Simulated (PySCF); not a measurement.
# One shape, several levels: SiSe (SMILES [Si][Se])

We compute a comparison of 6 runs (PBE/STO-6G, PBE0/STO-6G, r2SCAN/STO-6G, MP2/STO-6G, UCCSD(T)/STO-6G, FCI/STO-6G) of SiSe. 

The calculation is run with PySCF 2.14.0.

13 further runs of the same task are left out: 3 that didn't finish, 10 set aside as unsound or not needed.

## 1. The molecule

SiSe: 2 atoms, total charge 0, spin state singlet. SMILES: `[Si][Se]`. The Si1–Se2 distance was set to 2.549 Å, away from the relaxed value.

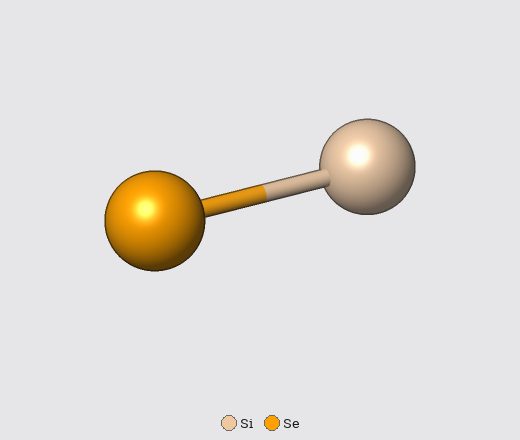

The structure, seen from a chosen angle (silicon light orange, selenium orange).

## 2. A single-point energy at PBE/STO-6G (run 1)

File job.py:

```python
from pyscf import gto, dft

mol = gto.M(
    atom='Si 0.000000 0.000000 -0.424870; Se 0.000000 0.000000 2.124530',
    basis='sto-6g',
    charge=0,
    spin=0,
    verbose=3,
    max_memory=1860,
)

calc0 = dft.RKS(mol)
calc0.xc = 'pbe'
calc0.grids.level = 5
calc0.conv_tol = 1e-10
calc0.kernel()
if not calc0.converged:
    calc0 = calc0.newton().run(calc0.mo_coeff, calc0.mo_occ)

e_tot = calc0.e_tot
print(f'total energy: {e_tot:.8f} hartree')
```

Launch:

```
OMP_NUM_THREADS=1 python job.py
```

Standard output:

```text
converged SCF energy = -2676.84546455032
total energy: -2676.84546455 hartree
```

It took 3.6 s on 1 thread of Arm Neoverse V2, shared host; peak memory 0.21 GiB.

## 3. A single-point energy at PBE0/STO-6G (run 2)

File calc.py:

```python
from pyscf import gto, dft

mol = gto.M(
    atom='''
Si     0.000000     0.000000    -0.802888
Se     0.000000     0.000000     4.014780
''',
    unit='bohr',
    verbose=3,
    basis='sto-6g',
    max_memory=1860,
)

mf = dft.RKS(mol, xc='pbe0')
mf.grids.level = 5
mf.conv_tol = 1e-10
mf.kernel()
if not mf.converged:
    mf = mf.newton().run(mf.mo_coeff, mf.mo_occ)

etot = mf.e_tot
print('E(%s) = %.9f' % ('PBE0', etot))
```

Launch:

```
OMP_NUM_THREADS=1 python calc.py
```

Standard output:

```text
converged SCF energy = -2677.05251328238
E(PBE0) = -2677.052513282
```

It took 3.3 s on 1 thread of Arm Neoverse V2, shared host; peak memory 0.21 GiB.

Runs 3 to 4 aren't shown in full; the table further down has their settings and results.

## 4. A single-point energy at UCCSD(T)/STO-6G (run 5)

File job.py:

```python
from pyscf import gto, cc

molecule = gto.M(
    atom='''
Si     0.000000     0.000000    -0.802888
Se     0.000000     0.000000     4.014780
''',
    max_memory=1860,
    verbose=3,
    spin=0,
    basis='sto-6g',
    unit='bohr',
)

mf = molecule.UHF()
mf.conv_tol = 1e-10
mf.kernel()
if not mf.converged:
    mf = mf.newton().run(mf.mo_coeff, mf.mo_occ)
for _ in range(3):
    mo, _, stable, _ = mf.stability(return_status=True)
    if stable:
        break
    mf.kernel(mf.make_rdm1(mo, mf.mo_occ))

mycc = cc.CCSD(mf, frozen=14)
mycc.kernel()
e_t = mycc.ccsd_t()
etot = mycc.e_tot + e_t
print('E = %.10f Eh' % etot)
```

Launch:

```
OMP_NUM_THREADS=1 python job.py
```

Standard output:

```text
converged SCF energy = -2675.44549036647  <S^2> = 3.4532377e-12  2S+1 = 1
<class 'pyscf.scf.uhf.UHF'> wavefunction has an internal instability
converged SCF energy = -2675.46015450994  <S^2> = 1.1957871  2S+1 = 2.4048178
<class 'pyscf.scf.uhf.UHF'> wavefunction has an internal instability
converged SCF energy = -2675.49604909098  <S^2> = 0.96043214  2S+1 = 2.2003928
<class 'pyscf.scf.uhf.UHF'> wavefunction is stable in the internal stability analysis
E(UCCSD) = -2675.565188841347  E_corr = -0.06913975037086649
UCCSD(T) correction = -0.00507687847969111
E = -2675.5702657198 Eh
```

It took 1.5 s on 1 thread of Arm Neoverse V2, shared host; peak memory 0.12 GiB.

## 5. A single-point energy at FCI/STO-6G (run 6)

File job.py:

```python
from pyscf import gto, mcscf
from pyscf import fci

mol = gto.M(
    atom='''
Si   0.000000   0.000000  -0.424870
Se   0.000000   0.000000   2.124530
''',
    verbose=3,
    max_memory=1860,
    basis='sto-6g',
)

calc0 = mol.RHF()
calc0.conv_tol = 1e-10
calc0.kernel()
if not calc0.converged:
    calc0 = calc0.newton().run(calc0.mo_coeff, calc0.mo_occ)

cas = mcscf.CASCI(calc0, calc0.mo_coeff.shape[-1] - 14, (mol.nelec[0] - 14, mol.nelec[1] - 14))  # full CI above the frozen core
cas.fcisolver = fci.direct_spin0.FCI(mol)  # even spin states alone
cas.kernel()
print('<S^2> = %.4f' % cas.fcisolver.spin_square(cas.ci, cas.ncas, cas.nelecas)[0])
e_final = cas.e_tot
print(f'total energy: {e_final:.8f} hartree')
```

Launch:

```
OMP_NUM_THREADS=1 python job.py
```

Standard output:

```text
converged SCF energy = -2675.44549040057
CASCI E = -2675.57458237286  E(CI) = -145.480903603309  S^2 = 0.0000000
<S^2> = 0.0000
total energy: -2675.57458237 hartree
```

It took 2.9 s on 1 thread of Arm Neoverse V2, shared host; peak memory 0.13 GiB.

## 6. The series

```
run            level  integration grid  frozen core orbitals   energy (Eh)  dipole moment (D) of the reference  HOMO energy (eV)  LUMO energy (eV)  wall time
  1       PBE/STO-6G                 5                     –  -2676.845465                                3.58             -2.07             -0.04      3.6 s
  2      PBE0/STO-6G                 5                     –  -2677.052513                                4.17             -2.89              0.63      3.3 s
  3    r2SCAN/STO-6G                 5                     –  -2677.485652                                3.90             -2.25             -0.07      4.8 s
  4       MP2/STO-6G                 –                    14  -2675.537006                                6.02             -4.41              4.09      1.1 s
  5  UCCSD(T)/STO-6G                 –                    14  -2675.570266                                3.63             -5.27              5.10      1.5 s
  6       FCI/STO-6G                 –                    14  -2675.574582                                6.02             -4.41              4.09      2.9 s
```

## 7. Results

```
                                           quantity           value
                                run 6: total energy  -2675.57458 Eh
        run 6: dipole moment (Hartree–Fock density)          6.02 D
         run 6: HOMO energy (Hartree–Fock orbitals)        -4.41 eV
         run 6: LUMO energy (Hartree–Fock orbitals)         4.09 eV
       run 6: HOMO–LUMO gap (Hartree–Fock orbitals)         8.50 eV
run 6: correlation energy (14 core orbitals frozen)      -129.1 mEh
```

In words: Against full CI in this basis: MP2 +37.6 mEh; UCCSD(T) +4.3 mEh. Over runs 1, 2, 3 the dipole moment (its size) runs from 3.58 D (PBE/STO-6G) to 4.17 D (PBE0/STO-6G). Over runs 1, 2, 3 the HOMO–LUMO gap runs from 2.02 eV (PBE/STO-6G) to 3.52 eV (PBE0/STO-6G). Totals of different functionals can't be ranked against each other. In runs 1, 2, 3, 4, 5, 6 the basis is minimal, so the values are rough. Spin contamination of the reference: run 5 ⟨S²⟩ = 0.96. Where it is this large, the reference is a mixture of spin states, and values that rest on it are in doubt. All runs together took 17 s, the longest 4.8 s.
